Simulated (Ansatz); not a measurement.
```xyz
9

C     0.7040   -1.0720   -0.1964
C     0.0381    0.0481   -0.9814
F     2.7378    0.7743   -1.2837
Ge    1.1848    1.5686   -1.5710
H     1.5818   -1.4644   -0.7296
H     0.0140   -1.9104   -0.0085
H     1.0635   -0.7178    0.7822
H    -0.8279    0.4810   -0.4458
H    -0.3910   -0.3288   -1.9342
```

Geometry: PBE0-D3(BJ)/def2-SVP.

The calculation used isolated molecule in a Gaussian basis; Kohn-Sham density functional theory, functional PBE0 in Ansatz.

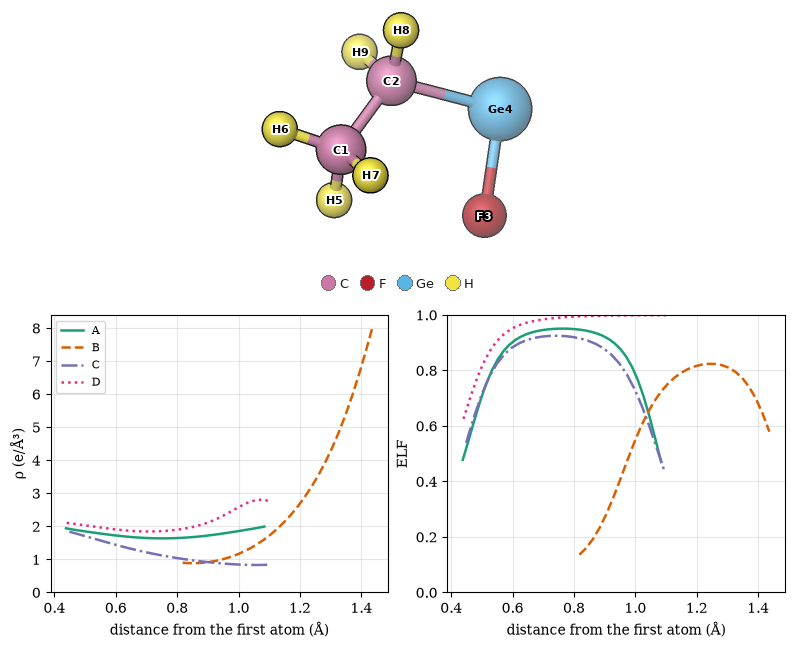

C2H5FGe. Total electron density and ELF along straight lines between neighbouring atoms. The curves leave out the atomic cores. The structure is drawn too.

**Which curve belongs to which contact (C–C, C–Ge, C–H and Ge–F)? The first atom named is at distance zero.**

Curve A: C–C (1.52 Å): ρ at the midpoint is about 1.6 e/Å³; the ELF peaks at about 0.95 between the atoms; a shared electron pair. Curve B: Ge–F (1.77 Å): ρ at the midpoint is about 0.9 e/Å³; the ELF peaks at about 0.80 in the valence shell of F, 0.5 Å from its nucleus, and is about 0.25 at the midpoint. Curve C: C–Ge (1.99 Å): ρ at the midpoint is about 0.85 e/Å³; the ELF peaks at about 0.95 in the valence shell of C, 0.7 Å from its nucleus, and is about 0.75 at the midpoint. Curve D: C–H (1.10 Å): ρ is about 2 e/Å³ halfway; the ELF climbs to about 1 towards the hydrogen, as it does in any bond to H; an ordinary covalent bond to hydrogen.
